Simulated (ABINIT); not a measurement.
# A GW chain in ABINIT: KBr (Fm-3m)

Wanted: ground state, empty states, screening and self-energy for KBr (Fm-3m).

Main program and level: ABINIT 10.8.3; LDA and many-body steps on it, plane waves.

### Step 1. The starting structure

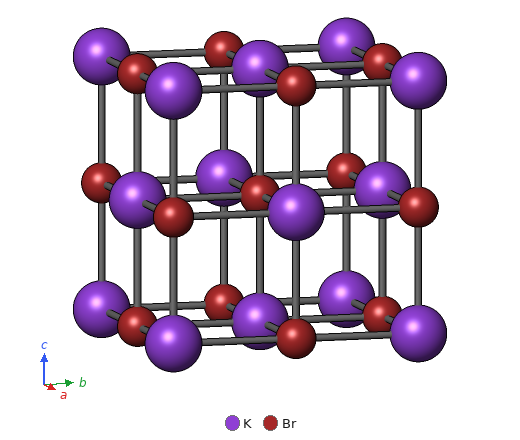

The starting structure, seen slightly off an axis (potassium purple, bromine red). This picture shows the conventional cell, with its axes. Some periodic images of atoms are drawn too.

The cell and positions come from the Crystallography Open Database and are kept as given unless a step says otherwise.

### Step 2. Ground state

This step: ABINIT 10.8.3; DFT, LDA, plane waves, norm-conserving pseudopotentials.

The ground-state density comes first.

Input file run.abi:

```
acell 3*1.0 Angstrom
rprim 
  0.000000000000 3.300000000000 3.300000000000
  3.300000000000 0.000000000000 3.300000000000
  3.300000000000 3.300000000000 0.000000000000
ntypat 2
znucl 19 35
natom 2
typat 1 2
xred 
  0.000000000000 0.000000000000 0.000000000000
  0.500000000000 0.500000000000 0.500000000000
pp_dirpath "pseudos"
pseudos "K.upf, Br.upf"
ecut 32
ngkpt 6 6 6
nshiftk 1
shiftk 0 0 0
kptopt 1
chksymbreak 0
nband 13
occopt 1
tolvrs 1e-10
nstep 60
prtwf 0
optforces 0
optstress 0
indata_prefix "in"
outdata_prefix "out"
tmpdata_prefix "tmp"
```

The run is started by

```
> OMP_NUM_THREADS=1 mpirun -n 4 abinit run.abi > log
```

Numbers of over 12 decimals in the logs are rounded to 6 here.

Output:

```text
.Version 10.8.3 of ABINIT. v10.8.2 released Aug 2026.

 Symmetries : space group Fm -3 m (#225); Bravais cF (face-center cubic)
================================================================================
 Values of the parameters that define the memory need of the present run
     intxc =       0    ionmov =       0      iscf =       7    lmnmax =       6
     lnmax =       6     mgfft =      48  mpssoang =       3    mqgrid =    3001
     natom =       2  nloc_mem =       1    nspden =       1   nspinor =       1
    nsppol =       1      nsym =      48    n1xccc =    2501    ntypat =       2
    occopt =       1   xclevel =       1
-    mband =          13        mffmem =           1         mkmem =           4
       mpw =        4216          nfft =      110592          nkpt =          16
================================================================================
  Rough estimation (10% accuracy) of disk space for files :
================================================================================

--------------------------------------------------------------------------------
------------- Echo of variables that govern the present computation ------------
--------------------------------------------------------------------------------
 -outvars: echo values of preprocessed input variables --------
            acell      1.8897261259E+00  1.8897261259E+00  1.8897261259E+00 Bohr

      chksymbreak           0
             ecut      3.20000000E+01 Hartree
-          fftalg         312

              ixc       -1012
              kpt      0.00000000E+00  0.00000000E+00  0.00000000E+00
                       1.66666667E-01  0.00000000E+00  0.00000000E+00
                       3.33333333E-01  0.00000000E+00  0.00000000E+00
                       5.00000000E-01  0.00000000E+00  0.00000000E+00
                       1.66666667E-01  1.66666667E-01  0.00000000E+00
                       3.33333333E-01  1.66666667E-01  0.00000000E+00
                       5.00000000E-01  1.66666667E-01  0.00000000E+00
                      -3.33333333E-01  1.66666667E-01  0.00000000E+00
                      -1.66666667E-01  1.66666667E-01  0.00000000E+00
   [... 5 further rows ...]
                      -3.33333333E-01  3.33333333E-01  1.66666667E-01
                      -3.33333333E-01  5.00000000E-01  1.66666667E-01
         kptrlatt        6    0    0      0    6    0      0    0    6
          kptrlen      5.29150311E+01
P           mkmem           4
            natom           2
            nband          13
            ngfft          48      48      48
             nkpt          16
            nstep          60
             nsym          48
           ntypat           2
              occ      2.000000  2.000000  2.000000  2.000000  2.000000  2.000000
                       2.000000  2.000000  0.000000  0.000000  0.000000  0.000000
                       0.000000
        optforces           0
        optstress           0
            prtwf           0
            rprim      0.0000000000E+00  3.3000000000E+00  3.3000000000E+00
[...]
spgroup         225

           tolvrs      1.00000000E-10

             xred      0.0000000000E+00  0.0000000000E+00  0.0000000000E+00
[...]
znucl       19.00000   35.00000

================================================================================

 chkinp: Checking input parameters for consistency.

================================================================================
== DATASET  1 ==================================================================
-   mpi_nproc: 4, omp_nthreads: 1 (-1 if OMP is not activated)

--- !DatasetInfo
iteration_state: {dtset: 1, }
dimensions: {natom: 2, nkpt: 16, mband: 13, nsppol: 1, nspinor: 1, nspden: 1, mpw: 4216, }
cutoff_energies: {ecut:  32.0, pawecutdg:  -1.0, }
electrons: {nelect:   1.60000000E+01, charge:   0.00000000E+00, occopt:   1.00000000E+00, tsmear:   1.00000000E-02, }

 Real(R)+Recip(G) space primitive vectors, cartesian coordinates (Bohr,Bohr^-1):
 R(1)=  0.0000000  6.2360962  6.2360962  G(1)= -0.0801784  0.0801784  0.0801784
 R(2)=  6.2360962  0.0000000  6.2360962  G(2)=  0.0801784 -0.0801784  0.0801784
 R(3)=  6.2360962  6.2360962  0.0000000  G(3)=  0.0801784  0.0801784 -0.0801784
 Unit cell volume ucvol=  4.8502979E+02 bohr^3
 Angles (23,13,12)=  6.00000000E+01  6.00000000E+01  6.00000000E+01 degrees

 getcut: wavevector=  0.0000  0.0000  0.0000  ngfft=  48  48  48
         ecut(hartree)=     32.000   => boxcut(ratio)=   2.13734

--- Pseudopotential description ------------------------------------------------
- K Generated using ONCVPSP code by D. R. Hamann
- 19.00000   9.00000  180309                  znucl, zion, pspdat
12 -1012 2 -1 2170                            pspcod,pspxc,lmax,lloc,mmax
     nproj     2     2     2
  pspatm : epsatm=    8.21740868
         --- l  ekb(1:nproj) -->
[...]
pspatm: atomic psp has been read  and splines computed

- Br Generated using ONCVPSP code by D. R. Hamann
- 35.00000   7.00000  180309                  znucl, zion, pspdat
12 -1012 2 -1 1084                            pspcod,pspxc,lmax,lloc,mmax
     nproj     2     2     2
  pspatm : epsatm=   10.24179696
         --- l  ekb(1:nproj) -->
[...]
2    2.423121    0.400160
 pspatm: atomic psp has been read  and splines computed

   2.95347290E+02                                ecore*ucvol(ha*bohr**3)
--------------------------------------------------------------------------------

_setup2: Arith. and geom. avg. npw (full set) are    4194.069    4194.049

================================================================================

--- !BeginCycle
iteration_state: {dtset: 1, }
solver: {iscf: 7, nstep: 60, nline: 4, wfoptalg: 0, }
tolerances: {tolvrs: 1.00E-10, }

     iter   Etot(hartree)      deltaE(h)  residm     vres2
 ETOT  1  -45.811318218823    -4.581E+01 3.493E-02 8.180E+01
 ETOT  2  -45.831428564190    -2.011E-02 6.314E-03 2.047E+00
 ETOT  3  -45.831693825543    -2.653E-04 3.049E-03 3.169E-01
 ETOT  4  -45.831708840697    -1.502E-05 1.204E-03 5.138E-03
 ETOT  5  -45.831708998382    -1.577E-07 1.969E-03 5.818E-05
 ETOT  6  -45.831709001162    -2.780E-09 7.767E-03 6.606E-06
 ETOT  7  -45.831709001777    -6.149E-10 2.227E-03 2.386E-07
 ETOT  8  -45.831709001789    -1.214E-11 3.624E-03 2.734E-09
 ETOT  9  -45.831709001789     9.166E-13 3.109E-04 3.884E-11

 At SCF step    9       vres2   =  3.88E-11 < tolvrs=  1.00E-10 =>converged.

--- !ResultsGS
iteration_state: {dtset: 1, }
comment   : Summary of ground state results
lattice_vectors:
- [  0.0000000,   6.2360962,   6.2360962, ]
- [  6.2360962,   0.0000000,   6.2360962, ]
- [  6.2360962,   6.2360962,   0.0000000, ]
lattice_lengths: [   8.81917,    8.81917,    8.81917, ]
lattice_angles: [ 60.000,  60.000,  60.000, ] # degrees, (23, 13, 12)
lattice_volume:   4.8502979E+02
convergence: {deltae:  9.166E-13, res2:  3.884E-11, residm:  3.109E-04, diffor:  0.000E+00, }
etotal    :  -4.58317090E+01
entropy   :   0.00000000E+00
fermie    :  -7.39522276E-03
cartesian_stress_tensor: null
pressure_GPa: null
xred      :
- [  0.0000E+00,   0.0000E+00,   0.0000E+00,  K]
- [  5.0000E-01,   5.0000E-01,   5.0000E-01, Br]
cartesian_forces: null
force_length_stats: {min: null, max: null, mean: null, }

 Integrated electronic density in atomic spheres:
 ------------------------------------------------
 Atom  Sphere_radius  Integrated_density
    1        2.00000          6.92021275
    2        2.00000          4.25427605
================================================================================

 ----iterations are completed or convergence reached----

 Mean square residual over all n,k,spin=   83.446E-07; max=  31.094E-05
 reduced coordinates (array xred) for    2 atoms
       0.000000000000      0.000000000000      0.000000000000
       0.500000000000      0.500000000000      0.500000000000
 rms dE/dt=  0.0000E+00; max dE/dt=  0.0000E+00; dE/dt below (all hartree)
    1       0.000000000000      0.000000000000      0.000000000000
    2       0.000000000000      0.000000000000      0.000000000000

 cartesian coordinates (angstrom) at end:
    1      0.000000     0.000000     0.000000
    2      3.300000     3.300000     3.300000
 length scales=  1.889726125908  1.889726125908  1.889726125908 bohr
              =  1.000000000000  1.000000000000  1.000000000000 angstroms
 prteigrs : about to open file out_EIG
 Fermi (or HOMO) energy (hartree) =  -0.00740   Average Vxc (hartree)=  -0.29438
 Eigenvalues (hartree) for nkpt=  16  k points:
 kpt#   1, nband= 13, wtk=  0.00463, kpt=  0.0000  0.0000  0.0000 (reduced coord)
  -1.01644   -0.46192   -0.41641   -0.41641   -0.41641   -0.00740   -0.00740   -0.00740
   0.14077    0.26304    0.26304    0.26305    0.29506
 prteigrs : prtvol=0 or 1, do not print more k-points.

--- !EnergyTerms
iteration_state     : {dtset: 1, }
comment             : Components of total free energy in Hartree
kinetic             :  1.46551196752329E+01
hartree             :  9.58894084460337E+00
xc                  : -1.14117761208625E+01
Ewald energy        : -2.93989375638298E+01
psp_core            :  6.08926077517895E-01
local_psp           : -3.64663735992050E+01
non_local_psp       :  6.59239168475459E+00
total_energy        : -4.58317090017885E+01
total_energy_eV     : -1.24714433596107E+03
band_energy         : -5.61504775677646E+00

== END DATASET(S) ==============================================================
================================================================================

 -outvars: echo values of variables after computation  --------
           etotal     -4.5831709002E+01
            nband          13
             nkpt          16
          spgroup         225
 [... the other variables as echoed above ...]

 Calculation completed.
```

It took 9.2 s on 4 MPI ranks of Arm Neoverse V1, shared host; peak memory 0.33 GiB; 36 s of CPU time.

Numbers from this step:

- total energy: -1247.1443 eV
- gap: 4.032 eV
- k of the valence top: 0, 0, 0
- k of the conduction bottom: 0, 0, 0
- least direct gap: 4.032 eV

The gap is direct, at Γ.

### Step 3. Bands along the symmetry lines

The cheap functional maps the bands first; the places of the edges decide which points the dearer methods must see.

Input file run.abi:

```
acell 3*1.0 Angstrom
rprim 
  0.000000000000 3.300000000000 3.300000000000
  3.300000000000 0.000000000000 3.300000000000
  3.300000000000 3.300000000000 0.000000000000
ntypat 2
znucl 19 35
natom 2
typat 1 2
xred 
  0.000000000000 0.000000000000 0.000000000000
  0.500000000000 0.500000000000 0.500000000000
pp_dirpath "pseudos"
pseudos "K.upf, Br.upf"
ecut 32
iscf -2
irdden 1
kptopt 0
nkpt 50
kpt 
  0.00000000 0.00000000 0.00000000
  0.06250000 0.00000000 0.06250000
  0.12500000 0.00000000 0.12500000
  0.18750000 0.00000000 0.18750000
  0.25000000 0.00000000 0.25000000
  0.31250000 0.00000000 0.31250000
  0.37500000 0.00000000 0.37500000
  0.43750000 0.00000000 0.43750000
  0.50000000 0.00000000 0.50000000
  0.51562500 0.03125000 0.51562500
  0.53125000 0.06250000 0.53125000
  0.54687500 0.09375000 0.54687500
  0.56250000 0.12500000 0.56250000
  0.57812500 0.15625000 0.57812500
  0.59375000 0.18750000 0.59375000
  0.60937500 0.21875000 0.60937500
  0.62500000 0.25000000 0.62500000
  0.37500000 0.37500000 0.75000000
  0.32812500 0.32812500 0.65625000
  0.28125000 0.28125000 0.56250000
  0.23437500 0.23437500 0.46875000
  0.18750000 0.18750000 0.37500000
  0.14062500 0.14062500 0.28125000
  0.09375000 0.09375000 0.18750000
  0.04687500 0.04687500 0.09375000
  0.00000000 0.00000000 0.00000000
  0.06250000 0.06250000 0.06250000
  0.12500000 0.12500000 0.12500000
  0.18750000 0.18750000 0.18750000
  0.25000000 0.25000000 0.25000000
  0.31250000 0.31250000 0.31250000
  0.37500000 0.37500000 0.37500000
  0.43750000 0.43750000 0.43750000
  0.50000000 0.50000000 0.50000000
  0.50000000 0.46875000 0.53125000
  0.50000000 0.43750000 0.56250000
  0.50000000 0.40625000 0.59375000
  0.50000000 0.37500000 0.62500000
  0.50000000 0.34375000 0.65625000
  0.50000000 0.31250000 0.68750000
  0.50000000 0.28125000 0.71875000
  0.50000000 0.25000000 0.75000000
  0.50000000 0.21875000 0.71875000
  0.50000000 0.18750000 0.68750000
  0.50000000 0.15625000 0.65625000
  0.50000000 0.12500000 0.62500000
  0.50000000 0.09375000 0.59375000
  0.50000000 0.06250000 0.56250000
  0.50000000 0.03125000 0.53125000
  0.50000000 0.00000000 0.50000000
istwfk *1
nband 15
nbdbuf 2
tolwfr 1e-08
nstep 40
prtwf 0
prtvol 0
indata_prefix "in"
outdata_prefix "out"
tmpdata_prefix "tmp"
```

Output:

```text
.Version 10.8.3 of ABINIT. v10.8.2 released Aug 2026.

 Symmetries : space group Fm -3 m (#225); Bravais cF (face-center cubic)
[... echo of the input left out ...]
== DATASET  1 ==================================================================
-   mpi_nproc: 4, omp_nthreads: 1 (-1 if OMP is not activated)

--- !DatasetInfo
iteration_state: {dtset: 1, }
dimensions: {natom: 2, nkpt: 50, mband: 15, nsppol: 1, nspinor: 1, nspden: 1, mpw: 4279, }
cutoff_energies: {ecut:  32.0, pawecutdg:  -1.0, }
electrons: {nelect:   1.60000000E+01, charge:   0.00000000E+00, occopt:   1.00000000E+00, tsmear:   1.00000000E-02, }

 Real(R)+Recip(G) space primitive vectors, cartesian coordinates (Bohr,Bohr^-1):
 R(1)=  0.0000000  6.2360962  6.2360962  G(1)= -0.0801784  0.0801784  0.0801784
 R(2)=  6.2360962  0.0000000  6.2360962  G(2)=  0.0801784 -0.0801784  0.0801784
 R(3)=  6.2360962  6.2360962  0.0000000  G(3)=  0.0801784  0.0801784 -0.0801784
 Unit cell volume ucvol=  4.8502979E+02 bohr^3
 Angles (23,13,12)=  6.00000000E+01  6.00000000E+01  6.00000000E+01 degrees

 getcut: wavevector=  0.0000  0.0000  0.0000  ngfft=  48  48  48
         ecut(hartree)=     32.000   => boxcut(ratio)=   2.13734

--- Pseudopotential description ------------------------------------------------
- K Generated using ONCVPSP code by D. R. Hamann
- 19.00000   9.00000  180309                  znucl, zion, pspdat
12 -1012 2 -1 2170                            pspcod,pspxc,lmax,lloc,mmax
     nproj     2     2     2
  pspatm : epsatm=    8.21740868
         --- l  ekb(1:nproj) -->
             0   10.940065    0.829722
             1    4.437415    0.568178
             2   -3.386874   -1.066382
 pspatm: atomic psp has been read  and splines computed

- Br Generated using ONCVPSP code by D. R. Hamann
- 35.00000   7.00000  180309                  znucl, zion, pspdat
12 -1012 2 -1 1084                            pspcod,pspxc,lmax,lloc,mmax
     nproj     2     2     2
  pspatm : epsatm=   10.24179696
         --- l  ekb(1:nproj) -->
[...]
pspatm: atomic psp has been read  and splines computed

--------------------------------------------------------------------------------

================================================================================
 prteigrs : about to open file out_EIG
 Non-SCF case, kpt    1 (  0.00000  0.00000  0.00000), residuals and eigenvalues=
  4.25E-09  7.13E-09  1.96E-09  2.91E-09  6.84E-09  1.87E-09  3.50E-09  4.64E-09
  9.87E-09  5.93E-09  7.32E-09  9.70E-09  6.14E-09  6.00E-09  9.21E-09
 -1.0164E+00 -4.6192E-01 -4.1641E-01 -4.1641E-01 -4.1641E-01 -7.3952E-03
 -7.3952E-03 -7.3952E-03  1.4077E-01  2.6304E-01  2.6304E-01  2.6304E-01
[...]
Non-SCF case, kpt    2 (  0.06250  0.00000  0.06250), residuals and eigenvalues=
  2.21E-09  8.68E-09  4.24E-09  7.78E-09  4.55E-09  3.19E-09  4.36E-09  9.89E-09
[...]
2.35E-09  6.30E-09  3.84E-09  9.41E-09  3.83E-09  4.01E-09  3.67E-09  6.97E-09
  3.71E-09  8.46E-09  7.83E-09  7.94E-09  8.78E-09  9.69E-09  9.22E-06
[...]
Non-SCF case, kpt   49 (  0.50000  0.03125  0.53125), residuals and eigenvalues=
[...]
Non-SCF case, kpt   50 (  0.50000  0.00000  0.50000), residuals and eigenvalues=
[...]
-1.0161E+00 -4.5829E-01 -4.2006E-01 -4.1785E-01 -4.1785E-01 -3.8692E-02
 -1.8311E-02 -1.8311E-02  1.9724E-01  2.4475E-01  3.2841E-01  3.3050E-01
[...]
--- !ResultsGS
iteration_state: {dtset: 1, }
comment   : Summary of ground state results
lattice_vectors:
- [  0.0000000,   6.2360962,   6.2360962, ]
- [  6.2360962,   0.0000000,   6.2360962, ]
- [  6.2360962,   6.2360962,   0.0000000, ]
lattice_lengths: [   8.81917,    8.81917,    8.81917, ]
lattice_angles: [ 60.000,  60.000,  60.000, ] # degrees, (23, 13, 12)
lattice_volume:   4.8502979E+02
convergence: {deltae:  0.000E+00, res2:  0.000E+00, residm:  9.965E-09, diffor:  0.000E+00, }
etotal    :  -4.58317090E+01
entropy   :   0.00000000E+00
fermie    :  -7.39522276E-03
cartesian_stress_tensor: null
pressure_GPa: null
xred      :
- [  0.0000E+00,   0.0000E+00,   0.0000E+00,  K]
- [  5.0000E-01,   5.0000E-01,   5.0000E-01, Br]
cartesian_forces: null
force_length_stats: {min: null, max: null, mean: null, }

 Integrated electronic density in atomic spheres:
 ------------------------------------------------
 Atom  Sphere_radius  Integrated_density
[...]
================================================================================

 ----iterations are completed or convergence reached----

 Mean square residual over all n,k,spin=   61.414E-10; max=  99.652E-10
 reduced coordinates (array xred) for    2 atoms
       0.000000000000      0.000000000000      0.000000000000
       0.500000000000      0.500000000000      0.500000000000

 cartesian coordinates (angstrom) at end:
    1      0.000000     0.000000     0.000000
    2      3.300000     3.300000     3.300000
 length scales=  1.889726125908  1.889726125908  1.889726125908 bohr
              =  1.000000000000  1.000000000000  1.000000000000 angstroms
 prteigrs : about to open file out_EIG
 Eigenvalues (hartree) for nkpt=  50  k points:
 kpt#   1, nband= 15, wtk=  1.00000, kpt=  0.0000  0.0000  0.0000 (reduced coord)
[...]
kpt#   2, nband= 15, wtk=  1.00000, kpt=  0.0625  0.0000  0.0625 (reduced coord)
[...]
kpt#   3, nband= 15, wtk=  1.00000, kpt=  0.1250  0.0000  0.1250 (reduced coord)
[...]
kpt#  49, nband= 15, wtk=  1.00000, kpt=  0.5000  0.0313  0.5313 (reduced coord)
  -1.01615   -0.45842   -0.42004   -0.41787   -0.41767   -0.03855   -0.01871   -0.01858
   0.19826    0.24598    0.32641    0.33123    0.33916    0.38045    0.38135
 kpt#  50, nband= 15, wtk=  1.00000, kpt=  0.5000  0.0000  0.5000 (reduced coord)
  -1.01615   -0.45829   -0.42006   -0.41785   -0.41785   -0.03869   -0.01831   -0.01831
   0.19724    0.24475    0.32841    0.33050    0.33989    0.38042    0.38042

== END DATASET(S) ==============================================================
================================================================================

 -outvars: echo values of variables after computation  --------
            nband          15
             nkpt          50
          spgroup         225
 [... the other variables as echoed above ...]

 Calculation completed.
```

Run time: 21 s. Hardware: 4 MPI ranks; peak memory 0.31 GiB.

This step gave:

* gap: 4.032 eV
* k of the valence top: 0, 0, 0
* k of the conduction bottom: 0, 0, 0
* least direct gap: 4.032 eV

The gap is 4.032 eV, as in the run before at this level.

The electronic bands at the labelled points (eV, zero at the top of the highest filled band; v1 is the highest filled band, c1 the lowest empty one):

```tsv
point	v4	v3	v2	v1	c1	c2	c3	c4
Γ	-11.13	0.00	0.00	0.00	4.03	7.36	7.36	7.36
X	-11.17	-0.85	-0.30	-0.30	5.57	6.86	9.14	9.19
U	-11.07	-0.73	-0.68	-0.35	6.30	7.84	8.16	8.91
jump to K	-11.07	-0.73	-0.68	-0.35	6.30	7.84	8.16	8.91
Γ	-11.13	0.00	0.00	0.00	4.03	7.36	7.36	7.36
L	-10.91	-1.25	-0.35	-0.35	6.25	7.93	9.52	9.52
W	-11.05	-0.62	-0.62	-0.57	7.10	7.10	7.96	8.72
X	-11.17	-0.85	-0.30	-0.30	5.57	6.86	9.14	9.19
```

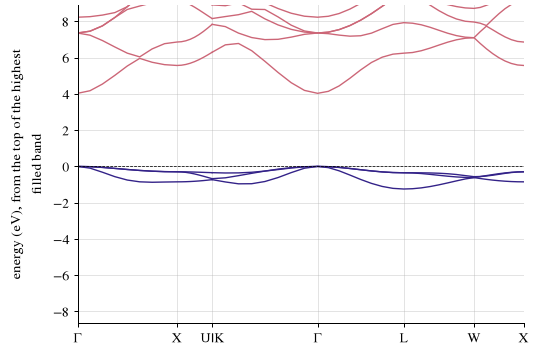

Electronic bands along the path; lines of filled and empty bands in two colours.

(Part 1 of 2 ends here.)

[Paths, hosts, dates, memory and timing lines, banners, echoed tables and standing remarks are left out of the program output.]

[Logs are printed without paths, hosts, clocks, repeated set-up lines and the standing remarks that a program may print on its own settings, such as how far it seeks lower states.]

[Runs of the session that timed out or met a known fault of the program may be left out.]

[Hosts, paths, dates, database ids (printed as entryN), source tags and the programs' standing remarks are cut or masked in the printed files.]

[G0W0 gaps are taken among the corrected bands and points alone; a level outside them can change the order at an edge.]

[Where Ansatz stands beside ABINIT at settings called matched, ABINIT's density can come from a denser mesh and the files from another edition; pairs whose starting gaps differed by over 0.03 eV were left out, so agreement reads better than it is.]
